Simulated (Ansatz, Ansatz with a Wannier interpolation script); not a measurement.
**From a coarse GW mesh to bands everywhere: CdBr2 (P6_3mc)**

Aim: the G0W0 bands of CdBr2 (P6_3mc) along the symmetry lines, with the gap off the mesh.

Main program and level: Ansatz 0.2.0; LDA, Wannier functions and G0W0, plane waves, PAW.

The database entry behind the starting cell has ideal inner coordinates that were not refined, so it need not match the best structure at ambient conditions.

## (1) Starting point

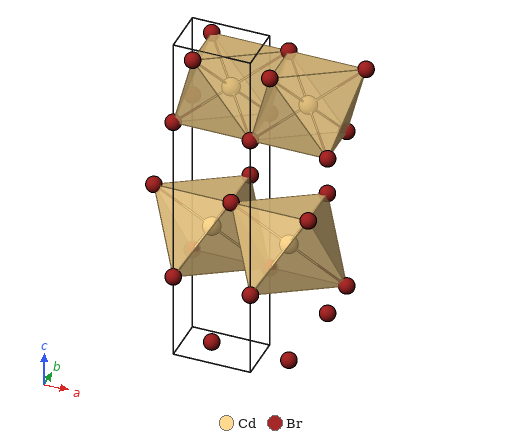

The starting structure, seen slightly off an axis (cadmium orange, bromine red). 2×1×1 cells are drawn. Bonds to atoms that aren't drawn are left out. Some periodic images of atoms are drawn too.

The cell and positions come from the Crystallography Open Database and are kept as given unless a step says otherwise. The default PAW set here is soft_2. Its files were made with PBE.

## (2) LDA bands

Levels along a band path, at the cheap level, show where the edges lie and whether the meshes to come will hold them.

This step: DFT, LDA, plane waves, PAW.

input.yaml

```yaml
crystal:
  lattice:
    - [3.985, 0.0, 0.0]
    - [-1.9925, 3.4511112341, 0.0]
    - [0.0, 0.0, 12.561]
  atoms:
    - { symbol: Cd, position: [0.3333333333, 0.6666666667, 0.375] }
    - { symbol: Cd, position: [0.6666666667, 0.3333333333, 0.875] }
    - { symbol: Br, position: [0.3333333333, 0.6666666667, 0.0] }
    - { symbol: Br, position: [0.6666666667, 0.3333333333, 0.5] }
    - { symbol: Br, position: [0.0, 0.0, 0.25] }
    - { symbol: Br, position: [0.0, 0.0, 0.75] }
kpoints:
  mp_grid: { grid: [6, 6, 2] }
  band_path:
    path:
      - [[0.0, 0.0, 0.0], [0.5, 0.0, 0.0], [0.33333333, 0.33333333, 0.0], [0.0, 0.0, 0.0], [0.0, 0.0, 0.5], [0.5, 0.0, 0.5], [0.33333333, 0.33333333, 0.5], [0.0, 0.0, 0.5]]
      - [[0.5, 0.0, 0.5], [0.5, 0.0, 0.0]]
      - [[0.33333333, 0.33333333, 0.5], [0.33333333, 0.33333333, 0.0]]
    npoints: 10
hamiltonian:
  xc: lda
scf:
  occupations: { method: fermi_dirac, width: 0.02 }
  n_extra_bands: 91
output:
  eigenvalues: true
  fatbands: true
  write_density: true
  write_potential: true
  elf: true
  volumetric_format: npy
```

On the command line:

```bash
$ ansatz run input.yaml --threads 3 --pin off --max-ram 92160MiB --backend cuda --events-out ev --progress --plain --runs-dir out --devices 1 --max-vram 13GiB
```

Numbers of over 12 decimals in the logs are rounded to 6 here.

What it wrote:

```text
scf.n_extra_bands = 91 over 34 filled bands (N_el = 68.0): the run solves 125 bands
GPUs: using 1 of 1 available (devices: 1).
Engine: ansatz 0.2.0, x86_64-unknown-linux-gnu
Pseudopotentials: kind: paw
Pseudopotential: Cd, paw, valence charge 20, recommended cutoff 420 eV (normal), Cd.paw.azcp
Pseudopotential: Br, paw, valence charge 7, recommended cutoff 420 eV (normal), Br.paw.azcp
Functional definition: SPW92
  exchange = slater_x
  correlation = pw_c
device memory: the entry about to start is reckoned to put 5.9 GiB on a device that reports 43.8 GiB free (of which the cap on the GPU budget leaves the run 13.0 GiB)
GPU FFT provider: cuFFT
GPU libraries: cuBLAS 13.8.2, cuFFT 12.4.0, cuSOLVER 12.3.4
Crystal: 6 atoms, lattice volume = 172.747 Å³
Basis set: ecut = 420 eV, 3401 PW (Γ)
Bands: 125, of which v1, the nominal top of the filled ones, is band 34 counted from 1 (33 counted from 0)
Symmetry: 12 space group operations
Space group: P63mc (ITA 186), of the structure as read, at distance tolerance 5.6e-5 Å
k-points: 14 of 72
Non-local potential: Cd, projectors of the file, l = 0: 3, l = 1: 2, l = 2: 2, l = 3: 1
Non-local potential: Br, projectors of the file, l = 0: 2, l = 1: 2, l = 2: 2
PAW form: soft (Blöchl's): semilocal exchange-correlation on the pseudo side does not see the compensation charge
PAW frozen core: Cd, regenerated for the run's functional, and the local potential with it (the file was generated under x = pbe(κ = 0.804, μ = 0.219515), c = pbe(β = 0.066725))
PAW frozen core: Br, regenerated for the run's functional, and the local potential with it (the file was generated under x = pbe(κ = 0.804, μ = 0.219515), c = pbe(β = 0.066725))
PAW one-centre angular grid: Cd, 590 points (default); XC on 64 Gauss nodes
PAW one-centre angular grid: Br, 110 points (default); XC on 64 Gauss nodes
Initial density: superposition of atomic densities (neutral atoms: chi_scale 0, normalization atom), corrected by the library's trained network
Initial wavefunctions: pseudopotential atomic-orbital guess
GPU buffer pool allocated for 65610 grid points (all kernels)
GPU transforms: local potential and band sums: pruned to the plane-wave sphere, on 25×27×90
Functional: x = slater, c = lda
SCF iter   1: F=—  HF=-27016.076832 eV  |F-HF|=—  |Δ(HF+E_count)|=         —  Δρ=6.56e-3  dr2=5.24e-2  ethr=1.77e-3  ⟨swp⟩=5.1  Hψ=7410  notcnv=0  defer=819
preconditioner: auto → Resta (q_TF=auto, 2.336 Å⁻¹)  ε∞=1.6  [insulator: Δε(μ)=2.495 eV  Ē_g=27.183 eV  σ=0.020 eV  W_gap=1.00  n_scr=38 (ndim 8)  ℏωp=20.4 eV  f_vac=0.087  D(μ)=0.00/eV (n_scr^D=0)  ε∞_Penn≈1.6]
SCF iter   2: F=—  HF=-27016.062332 eV  |F-HF|=—  |Δ(HF+E_count)|=   1.45e-2  Δρ=2.38e-3  dr2=5.62e-3  ethr=7.71e-5  ⟨swp⟩=2.0  Hψ=2388  notcnv=0  defer=1210
SCF iter   3: F=—  HF=-27016.062297 eV  |F-HF|=—  |Δ(HF+E_count)|=   3.52e-5  Δρ=9.71e-4  dr2=9.59e-4  ethr=8.27e-6  ⟨swp⟩=2.2  Hψ=784  notcnv=0  defer=1210
SCF iter   4: F=—  HF=-27016.062419 eV  |F-HF|=—  |Δ(HF+E_count)|=   1.22e-4  Δρ=1.90e-4  dr2=8.65e-5  ethr=1.41e-6  ⟨swp⟩=2.1  Hψ=888  notcnv=0  defer=1210
SCF iter   5: F=—  HF=-27016.062377 eV  |F-HF|=—  |Δ(HF+E_count)|=   4.19e-5  Δρ=3.81e-5  dr2=2.43e-6  ethr=1.27e-7  ⟨swp⟩=2.1  Hψ=850  notcnv=0  defer=1210
SCF iter   6: F=—  HF=-27016.062378 eV  |F-HF|=—  |Δ(HF+E_count)|=   6.03e-7  Δρ=9.83e-6  dr2=1.39e-7  ethr=3.57e-9  ⟨swp⟩=2.0  Hψ=825  notcnv=0  defer=1210
SCF iter   7: F=-27016.062378 eV  HF=-27016.062378 eV  |F-HF|=1.82e-9  |Δ(HF+E_count)|=   7.63e-8  Δρ=1.71e-6  dr2=3.14e-9  ethr=1.47e-10  ⟨swp⟩=11.9  Hψ=12154  notcnv=0
SCF 1 converged in 7 iterations: F = -27016.062378 eV  dr2 = 3.14e-9
[...]
device memory: the entry about to start is reckoned to put 4.9 GiB on a device that reports 46.9 GiB free (of which the cap on the GPU budget leaves the run 13.0 GiB)
NSCF: frozen V_eff on 93 k-points
SCF converged after 7 iterations
Free energy (F): -27016.062378 eV
Harris-Foulkes:  -27016.062378 eV  (|F-HF|=1.82e-9)
Internal energy: -27016.062378 eV  (E = F + TS)
E sigma→0 (E₀):  -27016.062378 eV
Fermi energy:    5.236943 eV
--- Per-component energies (eV) ---
  E_band       = -1151.918201
  E_kinetic    = 1542.786116
  E_local      = -10349.329311  (includes V_loc(G=0)·N_el)
  E_nonlocal   = 371.677303
  E_hartree    = 4638.826328
  E_xc         = -1392.832983
  E_vxc        = -858.306838  (∫ρ·V_xc dr)
  E_paw        = -16540.906436  (= ΣΔE_a)
  E_vpaw       = -1136.400247  (= ΣTr[D̂ρ^β])
  E_aug_tail   = 0.000022  (compensation charges beyond the density's cutoff)
  E_ewald      = -5288.642602
  E_core_change = 2.359183  (= ΣΔE_core)
  E_smearing   = -0.000000  (= −TS)
  E_closure    = -0.000000  (closes the sum)
  Σ components = -27016.062378   (vs F -27016.062378, Δ=0.00e0)
--- Band table (eV; the first three rows and the last of 14) ---
  k-point 0: bands = [... 30 lower, 3.8132, 3.8132, 3.9507, 3.9507, 6.4791, 7.8300, 9.0164, 9.0733, ... 87 higher]
  k-point 1: bands = [... 30 lower, 3.8920, 3.8920, 3.8920, 3.8920, 7.1665, 7.1665, 9.0822, 9.0822, ... 87 higher]
  k-point 2: bands = [... 30 lower, 3.3083, 3.7529, 3.8891, 3.9467, 7.4512, 8.0271, 9.8306, 9.9757, ... 87 higher]
  k-point 13: bands = [... 30 lower, 3.4605, 3.4605, 3.4669, 3.4669, 8.1107, 8.1107, 11.1079, 11.1079, ... 87 higher]
```

Elapsed: 24 s, on 1 × NVIDIA H100 80GB HBM3 (shared by 6 runs) with 3 threads of AMD EPYC 7R13 (Zen 3), shared host; peak memory 1.1 GiB.

In the SCF lines HF is the Harris–Foulkes energy and dr2 the Hartree energy of the density residual, in eV; the loop may stop once dr2 is under the threshold and the program's other checks hold. Hψ counts applications of the Hamiltonian.

This step gave:

- filled bands: 34
- gap: 2.528 eV
- valence top at: k = (0.100, 0.000, 0.000)
- conduction bottom at: Γ
- least direct gap: 2.528 eV

The gap is indirect, with the least direct gap 0.001 eV higher.

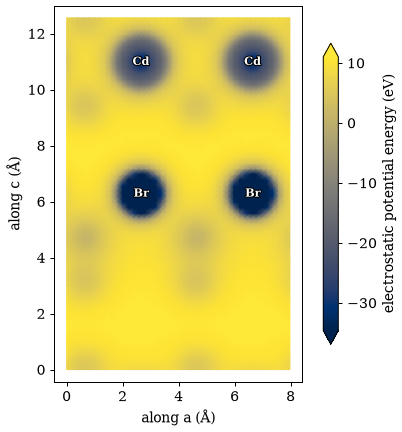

Electrostatic potential energy in the ac plane at fractional y = 0.333, with atoms of Cd and Br within 0.2 Å of it. With pseudopotentials it is smooth inside the atoms' cores, unlike the true potential.

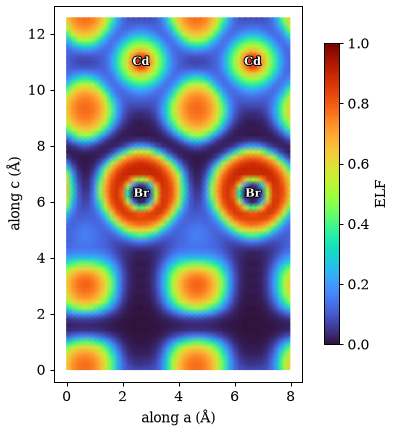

ELF in the ac plane at fractional y = 0.333, with atoms of Cd and Br within 0.2 Å of it. It is the smooth field of the valence electrons, not physical close to the nuclei.

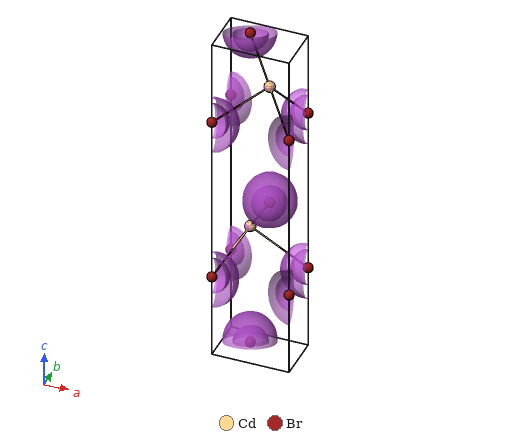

Surface of ELF = 0.82. Bonds to atoms that aren't drawn are left out.

## (3) Wannier functions (Br:4p Cd:5s) on 12×12×4

Localised functions give a small Hamiltonian that interpolates between mesh points at no cost.

This step: maximally localised Wannier functions, LDA, plane waves, PAW.

input.yaml, the sections that differ from step 2:

```yaml
kpoints:
  mp_grid: { grid: [6, 6, 2] }
scf:
  occupations: { method: fixed }
  n_extra_bands: 91
output:
  wannier:
    kmesh: [12, 12, 4]
    projections: [{ species: Br, l: p, shell: 4 }, { species: Cd, l: s, shell: 5 }]
    minimise: true
    write_hr: true
    seedname: w
    conv_tol: 1.0e-07
    max_iter: 4000
    disentanglement:
      window: [0.08, 10.08]
      frozen_window: [0.08, 7.08]
      conv_tol: 1.0e-08
# crystal, hamiltonian: as in step 2
```

What it wrote:

```text
[...]
GPUs: using 1 of 1 available (devices: 1).
[...]
GPU FFT provider: cuFFT
GPU libraries: cuBLAS 13.8.2, cuFFT 12.4.0, cuSOLVER 12.3.4
Crystal: 6 atoms, lattice volume = 172.747 Å³
Basis set: ecut = 420 eV, 3401 PW (Γ)
Bands: 125, of which v1, the nominal top of the filled ones, is band 34 counted from 1 (33 counted from 0)
Symmetry: 12 space group operations
[...]
k-points: 14 of 72
[...]
GPU buffer pool allocated for 65610 grid points (all kernels)
[...]
SCF iter   1: F=—  HF=-27016.076858 eV  |F-HF|=—  |Δ(HF+E_count)|=         —  Δρ=6.56e-3  dr2=5.24e-2  ethr=1.77e-3  ⟨swp⟩=4.9  Hψ=5685  notcnv=0  defer=1246
[...]
SCF iter   7: F=-27016.062378 eV  HF=-27016.062378 eV  |F-HF|=1.67e-9  |Δ(HF+E_count)|=   8.27e-8  Δρ=1.85e-6  dr2=3.47e-9  ethr=1.47e-10  ⟨swp⟩=12.8  Hψ=13864  notcnv=0
SCF 1 converged in 7 iterations: F = -27016.062378 eV  dr2 = 3.47e-9
[...]
NSCF: frozen V_eff on 14 k-points
the band table was solved once the SCF had ended and its energy, with any forces and stress, was formed, with the checks that follow a solve (6804 applications of the Hamiltonian). They found nothing against the state; the energy, forces and stress were not computed again (output.eigenvalues in the input reference)
[...]
the Wannier pass solved 60 of the 576 points of its mesh, and has the states at the others by symmetry: states obtained by the crystal's operations at points that were solved too leave a residual of 6.27e-13 eV (read by the count's bands and the next), within 4.76e-6 eV
SCF converged after 7 iterations
Free energy (F): -27016.062378 eV
[...]
Internal energy: -27016.062378 eV  (E = F + TS)
E sigma→0 (E₀):  -27016.062378 eV
Fermi energy:    3.950693 eV
[...]
--- Band table (eV; the first three rows and the last of 14) ---
  k-point 0: bands = [... 30 lower, 3.8132, 3.8132, 3.9507, 3.9507, 6.4791, 7.8300, 9.0164, 9.0733, ... 87 higher]
  k-point 1: bands = [... 30 lower, 3.8920, 3.8920, 3.8920, 3.8920, 7.1664, 7.1664, 9.0822, 9.0822, ... 87 higher]
  k-point 2: bands = [... 30 lower, 3.3083, 3.7529, 3.8891, 3.9467, 7.4512, 8.0271, 9.8306, 9.9757, ... 87 higher]
  k-point 13: bands = [... 30 lower, 3.4605, 3.4605, 3.4669, 3.4669, 8.1107, 8.1107, 11.1079, 11.1079, ... 87 higher]
Wannier search: line search 1 of at most 4000: gauge-dependent spread (as the search counts it) 0.4417396 Å², largest recent change 2.6e-1 Å² and fall left 4.2e-5 Å² against conv_tol 1.0e-7 Å², 0 stops escaped
```

Elapsed: 33 s, on 1 × NVIDIA H100 80GB HBM3 (shared by 6 runs) with 3 threads; peak memory 2.2 GiB.

This step gave:

* gauge-invariant spread: 31.72 Å²
* diagonal spread: 0.01326 Å²
* off-diagonal spread: 0.4127 Å²
* total spread: 32.15 Å²
* least projectability: 0.4957
* localisation steps: 31
* disentanglement steps: 50
* r.m.s. interpolation error: 5.27e-5 eV
* r.m.s. error near the gap: 6.20e-5 eV

Near the gap the model misses directly solved bands by 0.1 meV r.m.s. and by 1 meV at most in the window tested. This tests the starting bands, not the corrections carried with them.

Wannier functions, by row:

| function | x (Å) | y (Å) | z (Å) | spread (Å²) | nearest atom | distance (Å) |
| --- | --- | --- | --- | --- | --- | --- |
| 1 | 0.051 | 2.271 | -0.096 | 2.098 | Br3 | 0.113 |
| 2 | -0.051 | 2.271 | -0.096 | 2.098 | Br3 | 0.113 |
| 3 | 0 | 2.36 | -0.096 | 2.098 | Br3 | 0.113 |
| 4 | 2.043 | 1.18 | 6.185 | 2.098 | Br4 | 0.113 |
| 5 | 1.942 | 1.18 | 6.185 | 2.098 | Br4 | 0.113 |
| 6 | 1.993 | 1.092 | 6.185 | 2.098 | Br4 | 0.113 |
| 7 | 0.049 | -0.028 | 3.236 | 2.099 | Br5 | 0.111 |
| 8 | -0.049 | -0.028 | 3.236 | 2.099 | Br5 | 0.111 |
| 9 | 0 | 0.057 | 3.236 | 2.099 | Br5 | 0.111 |
| 10 | -0.049 | 0.028 | 9.517 | 2.099 | Br6 | 0.111 |
| 11 | 0.049 | 0.028 | 9.517 | 2.099 | Br6 | 0.111 |
| 12 | 0 | -0.057 | 9.517 | 2.099 | Br6 | 0.111 |
| 13 | 0 | 2.301 | 4.702 | 3.484 | Cd1 | 0.009 |
| 14 | 1.993 | 1.15 | 10.98 | 3.484 | Cd2 | 0.009 |

Frozen up to 3.13 eV; above it the model need not follow the bands. Electronic bands along the path, in eV, zero at the valence-band top:

```
    point  band 31  band 32  band 33  band 34  band 35  band 36
        Γ    -0.14    -0.14     0.00     0.00     2.53     3.88
        M    -0.51    -0.36    -0.14    -0.06     3.34     3.71
        K    -0.92    -0.54    -0.54    -0.14     4.21     4.21
        Γ    -0.14    -0.14     0.00     0.00     2.53     3.88
        A    -0.06    -0.06    -0.06    -0.06     3.22     3.22
        L    -0.40    -0.40    -0.20    -0.20     3.57     3.57
        H    -0.49    -0.49    -0.48    -0.48     4.16     4.16
        A    -0.06    -0.06    -0.06    -0.06     3.22     3.22
jump to L    -0.40    -0.40    -0.20    -0.20     3.57     3.57
        M    -0.51    -0.36    -0.14    -0.06     3.34     3.71
jump to H    -0.49    -0.49    -0.48    -0.48     4.16     4.16
        K    -0.92    -0.54    -0.54    -0.14     4.21     4.21
```

The same for Kohn-Sham, solved directly:

```
point  band 31  band 32  band 33  band 34  band 35  band 36
    Γ    -0.14    -0.14     0.00     0.00     2.53     3.88
    M    -0.51    -0.36    -0.14    -0.06     3.34     3.68
    K    -0.92    -0.54    -0.54    -0.14     4.21     4.21
    Γ    -0.14    -0.14     0.00     0.00     2.53     3.88
    A    -0.06    -0.06    -0.06    -0.06     3.22     3.22
    L    -0.40    -0.40    -0.20    -0.20     3.57     3.57
    H    -0.49    -0.49    -0.48    -0.48     4.16     4.16
    A    -0.06    -0.06    -0.06    -0.06     3.22     3.22
    L    -0.40    -0.40    -0.20    -0.20     3.57     3.57
    M    -0.51    -0.36    -0.14    -0.06     3.34     3.68
    H    -0.49    -0.49    -0.48    -0.48     4.16     4.16
    K    -0.92    -0.54    -0.54    -0.14     4.21     4.21
```

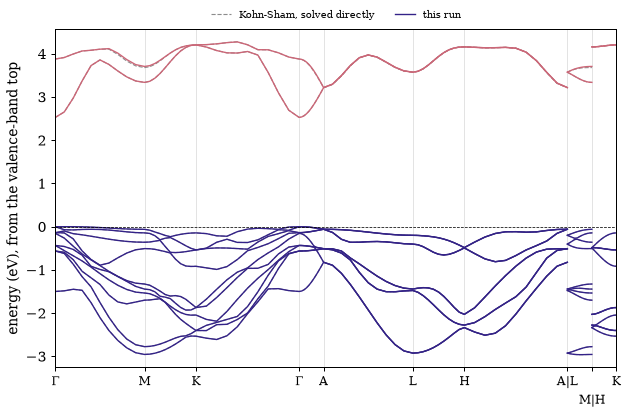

Electronic bands along the path; lines of filled and empty bands in two colours; dashed: Kohn-Sham, solved directly.

## (4) G0W0 at every point of the mesh: 6×6×2 mesh, 720 empty bands, screening to 150 eV

Now the one-shot GW correction: screening in the RPA, then the self-energy of the levels asked for.

This step: G0W0 on LDA, plane waves, PAW.

input.yaml, the sections that differ from step 3:

```yaml
scf:
  occupations: { method: fixed }
gw:
  n_empty_bands: 720
  ecut_chi: 150.0
  qp_bands: [v12, c1]
  screening: { model: contour_deformation }
# crystal, kpoints, hamiltonian: as in step 3
# output: removed
```

What it wrote:

```text
GPUs: using 1 of 1 available (devices: 1).
[...]
GPU FFT provider: cuFFT
GPU libraries: cuBLAS 13.8.2, cuFFT 12.4.0, cuSOLVER 12.3.4
Crystal: 6 atoms, lattice volume = 172.747 Å³
Basis set: ecut = 420 eV, 3401 PW (Γ)
Bands: 41, of which v1, the nominal top of the filled ones, is band 34 counted from 1 (33 counted from 0)
Symmetry: 12 space group operations
[...]
k-points: 14 of 72
[...]
GPU buffer pool allocated for 65610 grid points (all kernels)
[...]
SCF iter   1: F=—  HF=-27016.077897 eV  |F-HF|=—  |Δ(HF+E_count)|=         —  Δρ=6.45e-3  dr2=4.87e-2  ethr=1.77e-3  ⟨swp⟩=5.5  Hψ=2027  notcnv=0  defer=70
[...]
SCF iter   7: F=-27016.062378 eV  HF=-27016.062378 eV  |F-HF|=2.18e-9  |Δ(HF+E_count)|=   2.36e-8  Δρ=2.60e-6  dr2=1.37e-8  ethr=1.47e-10  ⟨swp⟩=12.1  Hψ=2512  notcnv=0
SCF 1 converged in 7 iterations: F = -27016.062378 eV  dr2 = 1.37e-8
[...]
G₀W₀ screening: q 1/14
[... further progress lines ...]
SCF converged after 7 iterations
Free energy (F): -27016.062378 eV
[...]
Internal energy: -27016.062378 eV  (E = F + TS)
E sigma→0 (E₀):  -27016.062378 eV
Fermi energy:    3.950724 eV
[...]
--- Band table (eV; the first three rows and the last of 14) ---
  k-point 0: bands = [... 30 lower, 3.8132, 3.8132, 3.9507, 3.9507, 6.4791, 7.8300, 9.0164, 9.0733, ... 3 higher]
  k-point 1: bands = [... 30 lower, 3.8920, 3.8920, 3.8920, 3.8920, 7.1665, 7.1665, 9.0822, 9.0822, ... 3 higher]
  k-point 2: bands = [... 30 lower, 3.3084, 3.7529, 3.8891, 3.9467, 7.4512, 8.0272, 9.8306, 9.9757, ... 3 higher]
  k-point 13: bands = [... 30 lower, 3.4605, 3.4605, 3.4669, 3.4669, 8.1107, 8.1107, 11.1079, 11.1079, ... 3 higher]
--- G₀W₀: contour deformation, 7 samples at zero and on the imaginary axis and 2 off it, 72 q-points, 720 empty bands' worth ---
  eigenvalues of the whole cell's RPA ε∞ on this k-mesh (on a slab, of 1 + 4πα/V) = 3.6824, 4.4497, 4.4497; static W/v taken at q = 0 is 0.236696
  bands read: the sum over 754 bands ends inside a degenerate multiplet in 2 slots, whose members it reads at an even weight; the widest, k=0: bands 754 to 755 (counted from 1) at 1/2 each
    ik  band        ε_KS         Σx   Σc(E_QP)       V_xc       Z   E_QP_lin       E_QP  E_QP is
     0    23      0.4327   -19.3061     3.3310   -15.2099  0.6628    -0.3775    -0.3325  root
     0    24      1.0493   -19.1659     2.6986   -15.7087  0.7105     0.2541     0.2906  root
     0    25      2.4525   -18.3890     2.6871   -14.6964  0.7414     1.4182     1.4470  root
     0    26      3.3883   -19.6963     2.3051   -16.4363  0.7582     2.4158     2.4335  root
     0    27      3.3883   -19.6963     2.3051   -16.4363  0.7582     2.4158     2.4335  root
     0    28      3.5171   -19.7689     2.2337   -16.5903  0.7604     2.5556     2.5723  root
     0    29      3.5171   -19.7689     2.2337   -16.5903  0.7604     2.5556     2.5723  root
     0    30      3.7973   -19.9924     2.2325   -16.7946  0.7612     2.8150     2.8321  root
     0    31      3.8132   -21.2915     2.3232   -18.0287  0.7650     2.8581     2.8737  root
     0    32      3.8132   -21.2915     2.3232   -18.0287  0.7650     2.8581     2.8737  root
     0    33      3.9507   -21.4125     2.2670   -18.2150  0.7669     3.0056     3.0203  root
     0    34      3.9507   -21.4125     2.2670   -18.2150  0.7669     3.0056     3.0203  root
     0    35      6.4791    -9.4552    -3.5345   -13.7613  0.8150     7.2557     7.2507  root
     1    23      0.6764   -19.1821     3.1070   -15.3050  0.6833    -0.1446    -0.0938  root
[...]
13    31      3.4605   -20.4955     2.4363   -17.0812  0.7601     2.4634     2.4825  root
    13    32      3.4605   -20.4955     2.4363   -17.0812  0.7601     2.4634     2.4825  root
    13    33      3.4669   -20.5024     2.4384   -17.0826  0.7601     2.4664     2.4855  root
    13    34      3.4669   -20.5024     2.4384   -17.0826  0.7601     2.4664     2.4855  root
    13    35      8.1107   -10.4593    -4.0824   -15.4264  0.7951     9.0052     8.9954  root
```

Run time: 3.1 min. Hardware: 1 × NVIDIA H100 80GB HBM3 (shared by 6 runs) with 3 threads; peak memory 2.2 GiB; 5.5 min of CPU time.

Numbers from this step:

```yaml
bands_summed: 754
rpa_eps_infinity_on_this_mesh_eigenvalues: 3.682, 4.450, 4.450
plane_waves_in_the_screening_matrix: 709
q_points_in_the_mesh: 72
g0w0_gap_on_the_mesh: 4.230 eV
k_of_the_valence_top: 0, 0, 0
k_of_the_conduction_bottom: 0, 0, 0
starting_gap_on_the_mesh: 2.528 eV
z_at_the_valence_top: 0.7669
z_at_the_conduction_bottom: 0.8150
least_direct_g0w0_gap_on_the_computed_points: 4.230 eV
```

The gap on the mesh goes from 2.53 eV to 4.23 eV, a correction of +1.70 eV. Between the two edge states, bare exchange in place of the xc potential would open the gap by 7.50 eV, and correlation takes back 5.80 eV.

(Part 1 of 2 ends here.)

[Paths, hosts, dates, memory and timing lines, banners, echoed tables and standing remarks are left out of the program output.]

[Logs are printed without paths, hosts, clocks, repeated set-up lines and the standing remarks that a program may print on its own settings, such as how far it seeks lower states.]

[Runs of the session that timed out or met a known fault of the program may be left out.]

[Hosts, paths, dates, database ids (printed as entryN), source tags and the programs' standing remarks are cut or masked in the printed files.]
